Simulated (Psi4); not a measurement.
**B2Cl4 (SMILES ClB(Cl)B(Cl)Cl), step by step**

Aim: a structure relaxation (BP86/3-21G), then the harmonic vibrations of B2Cl4. 

The calculation is run with Psi4 1.11.

### Step 1. The molecule

B2Cl4: 6 atoms, total charge 0, spin state singlet. SMILES: `ClB(Cl)B(Cl)Cl`. The coordinates come from a PBE0-D4/def2-TZVP relaxation. The run starts from this shape.

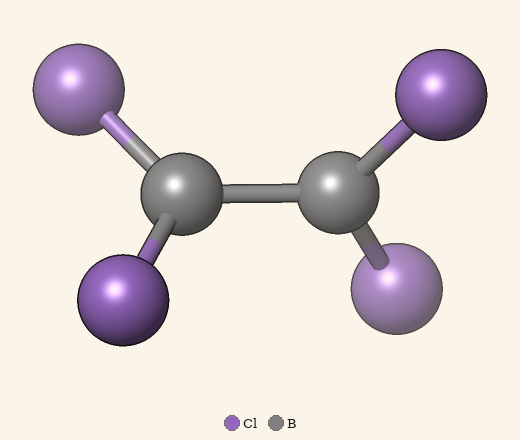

Viewed from a chosen angle; chlorine purple, boron grey.

### Step 2. A structure relaxation at BP86/3-21G (density fitting) (run 1)

Input file run_ase.py:

```python
import numpy as np
from ase.calculators.psi4 import Psi4
from ase import Atoms
from ase.optimize import LBFGS

atoms = Atoms(['Cl', 'B', 'Cl', 'B', 'Cl', 'Cl'], positions=[
    [-1.123640, -1.972940, -0.236680],
    [-0.193100, -0.677670, 0.461210],
    [0.337080, -0.788660, 2.115680],
    [0.193010, 0.677780, -0.461090],
    [1.665160, 0.711950, -1.389680],
    [-0.878510, 2.049540, -0.489430],
])
calc = Psi4(atoms=atoms, method='bp86', basis='3-21G', memory='1600MB', num_threads=1, charge=0, multiplicity=1, label='psi4-calc', reference='rks')
atoms.calc = calc

opt = LBFGS(atoms)
done = opt.run(fmax=0.01, steps=40)
print('converged:', done)
for s, p in zip(atoms.symbols, atoms.positions):
    print(f'{s:2s} {p[0]:12.6f} {p[1]:12.6f} {p[2]:12.6f}')
```

Started as:

```bash
$ python run_ase.py
```

psi4-calc.dat:

```text
[...]
  Running in c1 symmetry.
[...]
  Nuclear repulsion =  415.950408441045681
[...]
  Multiplicity = 1
[...]
  Nalpha       = 39
  Nbeta        = 39
[...]
    Number of basis functions: 70
[...]
   @DF-RKS iter   1: -1881.57270262282873    5.85699e-02   4.37815e-03 ADIIS/DIIS
[...]
   @DF-RKS iter   9: -1881.63094979458924   -6.59384e-12   7.05174e-10 DIIS
[...]
    Orbital Energies [Eh]
    ---------------------
    Doubly Occupied:
       1A   -100.055359     2A   -100.055359     3A   -100.055215
       4A   -100.055151     5A     -9.152886     6A     -9.152885
       7A     -9.152354     8A     -9.152083     9A     -6.987046
      10A     -6.987046    11A     -6.986923    12A     -6.986900
      13A     -6.979769    14A     -6.979739    15A     -6.979739
      16A     -6.979635    17A     -6.976953    18A     -6.976953
      19A     -6.976795    20A     -6.976756    21A     -6.611626
      22A     -6.610459    23A     -0.828507    24A     -0.819459
      25A     -0.791968    26A     -0.791954    27A     -0.520820
      28A     -0.466572    29A     -0.417147    30A     -0.417107
      31A     -0.412576    32A     -0.362727    33A     -0.362703
      34A     -0.337183    35A     -0.325116    36A     -0.320452
[...]
  @DF-RKS Final Energy: -1881.63094979458924
   => Energetics <=
    Nuclear Repulsion Energy =            415.9504084410456812
    One-Electron Energy =               -3425.4914184883600683
    Two-Electron Energy =                1248.9219325126309741
    DFT Exchange-Correlation Energy =    -121.0118722599055872
    Empirical Dispersion Energy =           0.0000000000000000
    VV10 Nonlocal Energy =                  0.0000000000000000
    Total Energy =                      -1881.6309497945892417
[...]
 Multipole Moments:
 ------------------------------------------------------------------------------------
     Multipole            Electronic (a.u.)      Nuclear  (a.u.)        Total (a.u.)
 ------------------------------------------------------------------------------------
 L = 1.  Multiply by 2.5417464519 to convert [e a0] to [Debye]
 Dipole X            :         -0.0001338            0.0000717           -0.0000621
 Dipole Y            :          0.0001599           -0.0000855            0.0000744
 Dipole Z            :          0.0001735           -0.0000937            0.0000797
 Magnitude           :                                                    0.0001255
[...]
  -Total Gradient:
     Atom            X                  Y                   Z
    ------   -----------------  -----------------  -----------------
       1       -0.000010407403    -0.000098073365     0.000116116264
       2       -0.000014175017    -0.000045571056     0.000032821014
       3       -0.000053505064    -0.000138528945     0.000043132367
       4        0.000012118154     0.000047938968    -0.000030534284
       5       -0.000006176270     0.000137042107    -0.000064130126
       6        0.000072028346     0.000097277708    -0.000097274165
[...]
```

On the terminal:

```text
Step     Time          Energy          fmax
LBFGS:    0 hh:mm:ss   -51201.652777        1.427001
LBFGS:    1 hh:mm:ss   -51201.750907        0.590671
LBFGS:    2 hh:mm:ss   -51201.773082        0.364889
LBFGS:    3 hh:mm:ss   -51201.783975        0.270855
LBFGS:    4 hh:mm:ss   -51201.785961        0.083806
LBFGS:    5 hh:mm:ss   -51201.786119        0.011710
LBFGS:    6 hh:mm:ss   -51201.786130        0.007985
converged: True
Cl    -1.149655    -2.005149    -0.262103
B     -0.190868    -0.669888     0.455905
Cl     0.354838    -0.785342     2.160770
B      0.190785     0.669987    -0.455794
Cl     1.707406     0.706361    -1.413022
Cl    -0.912506     2.084031    -0.485747
```

Run time: 28 s. Hardware: 1 thread of Intel Xeon at 2.60GHz (Ice Lake), shared host; peak memory 0.53 GiB.

Steps, from the record of the run:

```tsv
step	energy from the first frame kept (eV)	largest force (eV/Å)
0	0.0000	1.4270
1	-0.0981	0.5907
2	-0.1203	0.3649
3	-0.1312	0.2709
4	-0.1332	0.0838
5	-0.1333	0.0117
6	-0.1334	0.0080
```

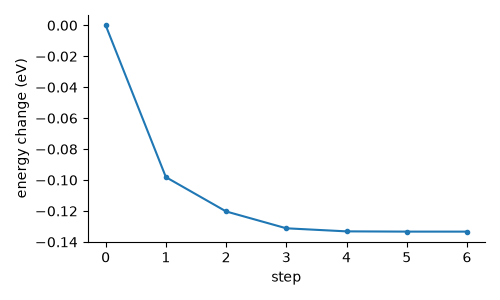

Energy along the run.

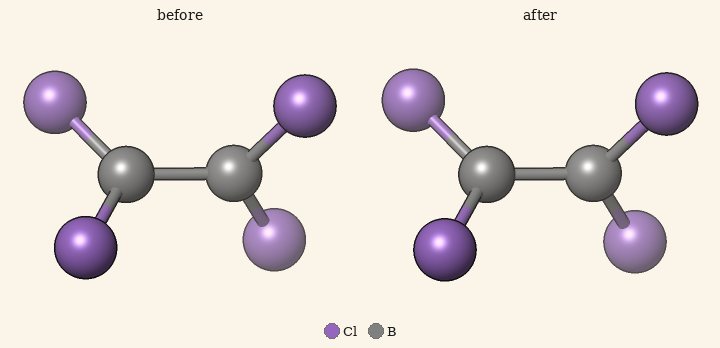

Before and after, at one scale.

After the run. Bond lengths: Cl1–B2 1.794 Å, B2–Cl3 1.794 Å, B2–B4 1.665 Å, B4–Cl5 1.794 Å, B4–Cl6 1.794 Å. Angles: Cl1–B2–Cl3 119.7°, Cl1–B2–B4 120.2°, Cl3–B2–B4 120.2°, B2–B4–Cl5 120.2°, B2–B4–Cl6 120.2°, Cl5–B4–Cl6 119.7°.

### Step 3. The harmonic vibrations at BP86/3-21G (density fitting) (run 2)

Input file b2cl4.xyz:

```xyz
6
B2Cl4
Cl    -1.149654    -2.005151    -0.262105
B     -0.190867    -0.669889     0.455904
Cl     0.354839    -0.785344     2.160769
B      0.190786     0.669985    -0.455795
Cl     1.707407     0.706360    -1.413023
Cl    -0.912505     2.084029    -0.485748
```

Input file run.py:

```python
import numpy as np
from ase.calculators.psi4 import Psi4
from ase.io import read
from ase.vibrations import Vibrations

atoms = read('b2cl4.xyz')
calc = Psi4(atoms=atoms, method='bp86', basis='3-21G', memory='1600MB', num_threads=1, charge=0, multiplicity=1, label='psi4-calc')
atoms.calc = calc

vib = Vibrations(atoms, delta=0.01)
vib.run()
vib.summary()
```

Started as:

```bash
$ python run.py
```

psi4-calc.dat, cut to the lines that bear on the results:

```text
[...]
  Running in c1 symmetry.
[...]
  Nuclear repulsion =  415.983742865197712
[...]
  Multiplicity = 1
[...]
  Nalpha       = 39
  Nbeta        = 39
[...]
    Number of basis functions: 70
[...]
   @DF-RKS iter   1: -1881.57269284560425    5.87498e-02   4.37846e-03 DIIS/ADIIS
[...]
   @DF-RKS iter  10: -1881.63095444069882   -3.18323e-12   2.81087e-09 DIIS
[...]
  @DF-RKS Final Energy: -1881.63095444069882
   => Energetics <=
    Nuclear Repulsion Energy =            415.9837428651977120
    One-Electron Energy =               -3425.5577966672035473
    Two-Electron Energy =                1248.9549880474928614
    DFT Exchange-Correlation Energy =    -121.0118886861858130
    Empirical Dispersion Energy =           0.0000000000000000
    VV10 Nonlocal Energy =                  0.0000000000000000
    Total Energy =                      -1881.6309544406988152
[...]
 Multipole Moments:
 ------------------------------------------------------------------------------------
     Multipole            Electronic (a.u.)      Nuclear  (a.u.)        Total (a.u.)
 ------------------------------------------------------------------------------------
 L = 1.  Multiply by 2.5417464519 to convert [e a0] to [Debye]
 Dipole X            :          0.0002453            0.0000716            0.0003169
 Dipole Y            :          0.0017282           -0.0000857            0.0016425
 Dipole Z            :         -0.0052628            0.0027813           -0.0024815
 Magnitude           :                                                    0.0029927
[...]
  -Total Gradient:
     Atom            X                  Y                   Z
    ------   -----------------  -----------------  -----------------
       1        0.000029311911    -0.000060008415     0.000107423085
       2       -0.000047106728     0.000064713887     0.000140451367
       3       -0.000055461213    -0.000139825357     0.000031023418
       4       -0.000100004289     0.000206872904    -0.000442026485
       5        0.000204048748    -0.000024690502     0.000008322014
       6       -0.000031457371    -0.000047852302     0.000154750697
[...]
```

Standard output:

```text
---------------------
  #    meV     cm^-1
---------------------
  0    1.1i      8.7i
  1    0.9i      7.4i
  2    0.8i      6.3i
  3    0.5       3.7
  4    1.0       7.8
  5    1.5      11.8
  6    2.8      22.7
  7   11.4      91.6
  8   11.4      91.7
  9   20.9     169.0
 10   34.9     281.6
 11   46.0     370.8
 12   58.9     475.3
 13   58.9     475.5
 14   82.7     667.1
 15  101.9     821.7
 16  101.9     821.8
 17  140.2    1131.2
---------------------
Zero-point energy: 0.337 eV
```

Run time: 2.5 min. Hardware: 1 thread of Intel Xeon at 2.60GHz (Ice Lake), shared host; peak memory 1 GiB.

### Step 4. What came out

```
                                  quantity           value
run 1, BP86/3-21G: total energy at the end  -1881.63095 Eh
          run 1, BP86/3-21G: dipole moment          0.00 D
            run 1, BP86/3-21G: HOMO energy        -7.77 eV
            run 1, BP86/3-21G: LUMO energy        -3.52 eV
          run 1, BP86/3-21G: HOMO–LUMO gap         4.25 eV
```

What this shows: The optimisation (run 1, BP86/3-21G) took 6 steps and changed the energy by -0.133 eV.
